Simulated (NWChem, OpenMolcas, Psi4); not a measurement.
**How methods differ on C2H3ClSi (SMILES ClC1=C[SiH2]1)**

C2H3ClSi: 7 atoms, total charge 0, spin state singlet. SMILES: `ClC1=C[SiH2]1`. The coordinates come from a PBE0-D4/def2-TZVP relaxation.

```tsv
atom	x (Å)	y (Å)	z (Å)
Cl	-1.1692	-2.2933	0.4115
C	-0.3580	-0.8199	0.1632
C	0.8368	-0.3300	0.4667
Si	-0.1859	0.8716	-0.4389
H	1.7275	-0.6738	0.9756
H	-0.8378	2.0113	0.2488
H	0.0478	1.1662	-1.8726
```

Each level gives the HOMO–LUMO gap (eV). The values are calculated.

```json
{"level": "HF/def2-SVP", "kind": "Hartree–Fock", "program": "NWChem", "value (eV)": "13.61", "CPU time": "12 s"}
{"level": "BLYP/def2-SVP", "kind": "GGA", "program": "Psi4", "value (eV)": "5.29", "CPU time": "7.7 s"}
{"level": "PBE/def2-SVP", "kind": "GGA", "program": "Psi4", "value (eV)": "5.25", "CPU time": "11 s"}
{"level": "M06-L/def2-SVP", "kind": "meta-GGA", "program": "Psi4", "value (eV)": "5.69", "CPU time": "18 s"}
{"level": "TPSS/def2-SVP", "kind": "meta-GGA", "program": "Psi4", "value (eV)": "5.54", "CPU time": "24 s"}
{"level": "M06-2X/def2-SVP", "kind": "hybrid meta-GGA", "program": "OpenMolcas", "value (eV)": "9.57", "CPU time": "38 s"}
{"level": "HSE06/def2-SVP", "kind": "range-separated hybrid", "program": "Psi4", "value (eV)": "6.76", "CPU time": "24 s"}
{"level": "B2PLYP/def2-SVP", "kind": "double hybrid", "program": "OpenMolcas", "value (eV)": "9.87", "CPU time": "24 s"}
```

The values span 5.25 to 13.61 eV. Orbital gaps aren't excitation energies, and those of double hybrids come from the SCF part alone; they tend to grow with the share of exact exchange. Times are those of the runs behind each value, whatever else they computed, on shared processors of several kinds: orders of magnitude only.

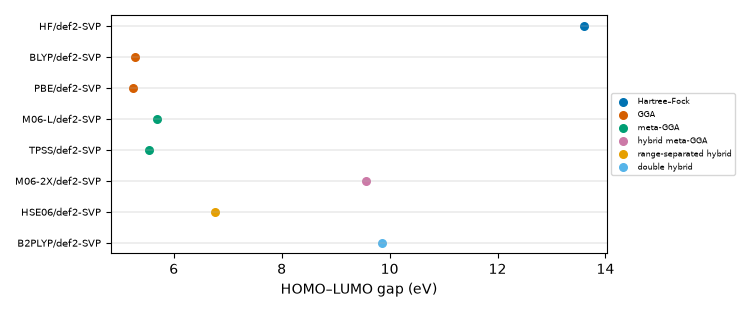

The values of the table, level by level.
